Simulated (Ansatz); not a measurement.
# Geometry relaxation, with input and output: C$_{4}$H$_{9}$FS (part 2 of 2)

Continued. System: C$_{4}$H$_{9}$FS. Method: RKS PBE/6-31G (Ansatz 0.2.0). It belongs to a series of runs on one base structure; here: end point A relaxed.

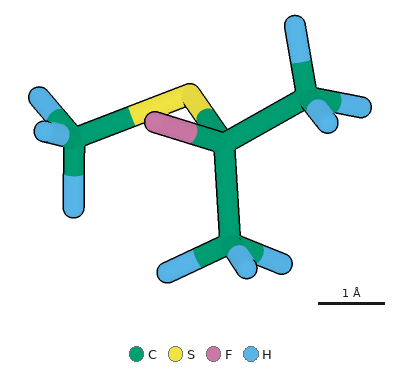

The geometry at step 6 of the log (stick view, seen at a tilt).

**Trajectory as extended XYZ, continued**
```
15
Properties=species:S:1:pos:R:3:forces:R:3 step=2 energy=-17831.34276
C    -0.0924   -2.3212    0.5792    0.2608   0.3651   0.3358
S    -1.2615   -0.8981    0.1599   -0.6056  -0.8054   0.1274
C    -0.0325    0.4893    0.1286    0.3479   0.7502  -1.3375
C     0.8242    0.4865   -1.1700   -1.1154  -0.1003   0.4786
C    -0.7809    1.7870    0.3418   -0.5641   0.5126   0.0939
F     0.8636    0.3285    1.2308    0.5979  -0.1177   0.6414
H     0.6590   -2.4564   -0.2056    0.0882  -0.0420  -0.1342
H    -0.7232   -3.2017    0.6503   -0.2334  -0.3929   0.0237
H     0.3997   -2.1176    1.5505   -0.1641  -0.0125  -0.3019
H     1.5254    1.3124   -1.1218    0.5274   0.3682  -0.0129
H     1.3462   -0.4634   -1.2666    0.3421  -0.2923  -0.0645
H     0.1705    0.6174   -2.0539    0.0843  -0.0132   0.1885
H    -1.5312    1.9757   -0.4581    0.2588  -0.1379   0.1830
H    -0.0729    2.6330    0.3518    0.0469  -0.0226  -0.0369
H    -1.3160    1.7777    1.3123    0.1285  -0.0593  -0.1843
15
Properties=species:S:1:pos:R:3:forces:R:3 step=3 energy=-17831.42539
C    -0.0982   -2.3674    0.5499    0.2993  -0.1585   0.0143
S    -1.2754   -0.9299    0.2023   -0.1595  -0.0506   0.0084
C    -0.0378    0.5247    0.1313    0.1793   0.1778  -0.2138
C     0.8307    0.4977   -1.1268   -0.0174  -0.0631   0.1320
C    -0.8070    1.8271    0.3297    0.0529  -0.0868  -0.0353
F     0.8691    0.3804    1.2620    0.0790  -0.0376   0.1529
H     0.5586   -2.5765   -0.3244   -0.2965   0.0418   0.2992
H    -0.7484   -3.2452    0.7592    0.2763   0.3410  -0.0697
H     0.5187   -2.1096    1.4358   -0.2364  -0.1114  -0.2814
H     1.5696    1.3222   -1.0829   -0.0792  -0.1156  -0.0055
H     1.3742   -0.4601   -1.2130   -0.0259   0.1096   0.0161
H     0.1998    0.6242   -2.0195    0.0127   0.0076  -0.0380
H    -1.5459    1.9686   -0.4732   -0.0454   0.0021  -0.0545
H    -0.0970    2.6745    0.3039   -0.0601  -0.0732   0.0415
H    -1.3329    1.8185    1.2951    0.0209   0.0168   0.0341
15
Properties=species:S:1:pos:R:3:forces:R:3 step=4 energy=-17831.44097
C    -0.0930   -2.3339    0.5250    0.0542  -0.2256  -0.0478
S    -1.3017   -0.9175    0.2088    0.1279  -0.0153   0.0390
C    -0.0352    0.5231    0.1398   -0.1243   0.0509  -0.0062
C     0.8360    0.4750   -1.1067    0.0775  -0.0195   0.0499
C    -0.8139    1.8184    0.3282    0.1348   0.0032  -0.0119
F     0.8591    0.3736    1.2880   -0.0353   0.0190  -0.0347
H     0.4989   -2.5693   -0.3802   -0.1472   0.0338   0.1652
H    -0.7196   -3.2023    0.7992    0.1621   0.1391  -0.0353
H     0.5716   -2.0549    1.3601   -0.1377  -0.0086  -0.1220
H     1.5802    1.2926   -1.0665   -0.0416  -0.0531  -0.0102
H     1.3789   -0.4826   -1.1774   -0.0247   0.0578   0.0071
H     0.2169    0.5962   -2.0089    0.0031   0.0020  -0.0064
H    -1.5481    1.9534   -0.4815   -0.0150  -0.0035  -0.0229
H    -0.1089    2.6675    0.3096   -0.0357   0.0143   0.0180
H    -1.3430    1.8097    1.2919    0.0019   0.0056   0.0182
15
Properties=species:S:1:pos:R:3:forces:R:3 step=5 energy=-17831.44767
C    -0.0918   -2.3442    0.5075    0.0509  -0.0577  -0.0605
S    -1.2988   -0.9206    0.2159    0.0168   0.0321   0.0369
C    -0.0409    0.5304    0.1466   -0.0608  -0.0504   0.0247
C     0.8398    0.4709   -1.0908    0.0340   0.0092  -0.0025
C    -0.8163    1.8273    0.3240   -0.0043  -0.0256  -0.0050
F     0.8449    0.3879    1.3031   -0.0070   0.0159  -0.0261
H     0.4431   -2.6096   -0.4187   -0.0423   0.0086   0.0583
H    -0.6993   -3.1983    0.8437    0.0321   0.0572  -0.0040
H     0.6139   -2.0413    1.2946   -0.0444   0.0024  -0.0333
H     1.5804    1.2888   -1.0527    0.0119   0.0050  -0.0088
H     1.3853   -0.4842   -1.1462   -0.0002   0.0010   0.0038
H     0.2306    0.5819   -2.0017    0.0039  -0.0038   0.0172
H    -1.5469    1.9588   -0.4911    0.0065   0.0018   0.0068
H    -0.1148    2.6784    0.3097    0.0054   0.0040  -0.0034
H    -1.3510    1.8230    1.2855   -0.0024   0.0004  -0.0042
15
Properties=species:S:1:pos:R:3:forces:R:3 step=6 energy=-17831.45066
C    -0.0909   -2.3438    0.4852    0.0375  -0.0378  -0.0205
S    -1.3038   -0.9182    0.2298    0.0206   0.0495   0.0139
C    -0.0463    0.5314    0.1562   -0.0162  -0.0440   0.0156
C     0.8474    0.4639   -1.0721   -0.0135   0.0050  -0.0235
C    -0.8213    1.8288    0.3203   -0.0485   0.0022  -0.0025
F     0.8330    0.4006    1.3194    0.0039  -0.0059  -0.0020
H     0.3812   -2.6431   -0.4641   -0.0287   0.0142   0.0635
H    -0.6803   -3.1804    0.8905    0.0417   0.0493  -0.0119
H     0.6613   -2.0160    1.2186   -0.0440  -0.0269  -0.0480
H     1.5841    1.2848   -1.0375    0.0141   0.0152   0.0068
H     1.3969   -0.4889   -1.1126    0.0081  -0.0158   0.0049
H     0.2464    0.5627   -1.9900    0.0036  -0.0045   0.0143
H    -1.5473    1.9556   -0.4997    0.0099   0.0040   0.0106
H    -0.1208    2.6807    0.3064    0.0134  -0.0021  -0.0083
H    -1.3616    1.8309    1.2791   -0.0020  -0.0023  -0.0128
15
Properties=species:S:1:pos:R:3:forces:R:3 step=7 energy=-17831.45142
C    -0.0895   -2.3431    0.4614    0.0600  -0.0595   0.0133
S    -1.3065   -0.9121    0.2480    0.0158   0.0147   0.0057
C    -0.0507    0.5334    0.1687   -0.0077  -0.0297  -0.0004
C     0.8539    0.4556   -1.0516   -0.0172   0.0063  -0.0196
C    -0.8278    1.8321    0.3154   -0.0301   0.0118   0.0051
F     0.8215    0.4129    1.3391    0.0091   0.0008   0.0002
H     0.3137   -2.6763   -0.5102   -0.0466   0.0361   0.1275
H    -0.6559   -3.1608    0.9373    0.0860   0.0878  -0.0548
H     0.7142   -1.9970    1.1336   -0.1073  -0.0604  -0.0884
H     1.5875    1.2797   -1.0195    0.0089   0.0065   0.0062
H     1.4069   -0.4962   -1.0759    0.0040  -0.0036   0.0032
H     0.2605    0.5418   -1.9756    0.0047  -0.0024   0.0126
H    -1.5459    1.9539   -0.5121    0.0105  -0.0024   0.0043
H    -0.1265    2.6834    0.3018    0.0083  -0.0040  -0.0035
H    -1.3774    1.8418    1.2689    0.0016  -0.0021  -0.0113
15
Properties=species:S:1:pos:R:3:forces:R:3 step=8 energy=-17831.44833 accepted=F
C    -0.0833   -2.3294    0.4582   -0.0376  -0.0076   0.0784
S    -1.3138   -0.9025    0.2780    0.1462  -0.0747  -0.0443
C    -0.0509    0.5265    0.1744   -0.0424   0.1509  -0.0440
C     0.8498    0.4490   -1.0487   -0.0502  -0.1263  -0.0101
C    -0.8298    1.8246    0.3099    0.0417   0.0636   0.0745
F     0.8311    0.4168    1.3405   -0.0384  -0.0006  -0.0156
H     0.3199   -2.6426   -0.5166   -0.0390   0.0065   0.0368
H    -0.6478   -3.1524    0.9211    0.0834  -0.0035  -0.0232
H     0.7185   -1.9884    1.1333   -0.0896  -0.0529  -0.0631
H     1.5989    1.2588   -1.0145   -0.0058   0.0011   0.0343
H     1.3799   -0.5155   -1.0742    0.0602   0.0172  -0.0495
H     0.2568    0.5502   -1.9716    0.0000  -0.0102   0.0148
H    -1.5348    1.9526   -0.5267    0.0027  -0.0224  -0.0125
H    -0.1252    2.6730    0.3109   -0.0040   0.0184   0.0005
H    -1.3912    1.8281    1.2553   -0.0273   0.0405   0.0228
15
Properties=species:S:1:pos:R:3:forces:R:3 step=9 energy=-17831.45254
C    -0.0897   -2.3433    0.4591   -0.0121   0.0076  -0.0068
S    -1.3053   -0.9093    0.2611    0.0098  -0.0078   0.0032
C    -0.0511    0.5332    0.1714    0.0146   0.0101   0.0174
C     0.8530    0.4538   -1.0493   -0.0025   0.0003   0.0026
C    -0.8289    1.8328    0.3136   -0.0015  -0.0027  -0.0017
F     0.8260    0.4205    1.3406   -0.0128  -0.0074  -0.0128
H     0.3084   -2.6691   -0.5122   -0.0005   0.0019  -0.0016
H    -0.6510   -3.1621    0.9295   -0.0028  -0.0047   0.0002
H     0.7138   -2.0071    1.1285    0.0101   0.0071   0.0063
H     1.5850    1.2800   -1.0183   -0.0026  -0.0029   0.0007
H     1.4090   -0.4964   -1.0697    0.0012  -0.0011  -0.0023
H     0.2597    0.5358   -1.9733   -0.0013  -0.0013  -0.0026
H    -1.5445    1.9525   -0.5159    0.0021   0.0009  -0.0026
H    -0.1258    2.6827    0.2987   -0.0003  -0.0015   0.0006
H    -1.3805    1.8452    1.2656   -0.0014   0.0015  -0.0005
15
Properties=species:S:1:pos:R:3:forces:R:3 step=10 energy=-17831.45259
C    -0.0886   -2.3417    0.4589    0.0021   0.0031  -0.0006
S    -1.3051   -0.9094    0.2643   -0.0121  -0.0007  -0.0029
C    -0.0511    0.5329    0.1731   -0.0009   0.0048  -0.0088
C     0.8515    0.4522   -1.0489   -0.0029  -0.0015  -0.0014
C    -0.8285    1.8330    0.3135   -0.0024  -0.0020   0.0003
F     0.8251    0.4187    1.3410    0.0097   0.0020   0.0116
H     0.3089   -2.6653   -0.5134    0.0003  -0.0013  -0.0004
H    -0.6482   -3.1622    0.9287    0.0012  -0.0015   0.0006
H     0.7155   -2.0045    1.1277    0.0023  -0.0040   0.0011
H     1.5850    1.2769   -1.0186   -0.0017  -0.0003  -0.0001
H     1.4060   -0.4991   -1.0712   -0.0018   0.0028   0.0019
H     0.2568    0.5355   -1.9719    0.0019   0.0000   0.0009
H    -1.5387    1.9546   -0.5203    0.0017   0.0008  -0.0006
H    -0.1245    2.6822    0.3041    0.0012  -0.0016  -0.0005
H    -1.3860    1.8451    1.2621    0.0015  -0.0008  -0.0011
```

The run was set up as follows.

**The input**
```yaml
crystal:
  periodic: [false, false, false]
  atoms:
    - { symbol: C, position_ang: [-0.0867, -2.3204, 0.5983] }
    - { symbol: S, position_ang: [-1.239, -0.9186, 0.1245] }
    - { symbol: C, position_ang: [-0.0581, 0.4546, 0.1088] }
    - { symbol: C, position_ang: [0.8408, 0.4871, -1.1813] }
    - { symbol: C, position_ang: [-0.7526, 1.7629, 0.3334] }
    - { symbol: F, position_ang: [0.8502, 0.293, 1.1503] }
    - { symbol: H, position_ang: [0.6897, -2.3971, -0.1452] }
    - { symbol: H, position_ang: [-0.675, -3.1857, 0.6159] }
    - { symbol: H, position_ang: [0.2997, -2.0865, 1.6182] }
    - { symbol: H, position_ang: [1.494, 1.2995, -1.1392] }
    - { symbol: H, position_ang: [1.3409, -0.4398, -1.2882] }
    - { symbol: H, position_ang: [0.1403, 0.6203, -2.0351] }
    - { symbol: H, position_ang: [-1.525, 2.015, -0.4594] }
    - { symbol: H, position_ang: [-0.0627, 2.6092, 0.4099] }
    - { symbol: H, position_ang: [-1.2785, 1.7556, 1.3184] }
basis:
  gaussian: { orbitals: "6-31G" }
hamiltonian:
  xc: pbe
relax:
  f_tol: 0.015
  max_steps: 40
```

Launched with:
```bash
ansatz run input.yaml --threads 1 --pin off --max-ram 2048MiB --backend cpu --events-out ev --progress --plain --runs-dir out
```

**Key numbers**

| quantity | value |
| --- | --- |
| outcome | converged |
| total energy | −17831.4526 eV |
| mean-field energy | −17831.4526 eV |
| largest force (length of the vector) at the end | 0.015 eV/Å |
| hardware | 1 thread of Arm Neoverse V1, 24 GiB of memory available, shared host |
| wall time | 54 s |
| peak memory | 0.14 GiB |
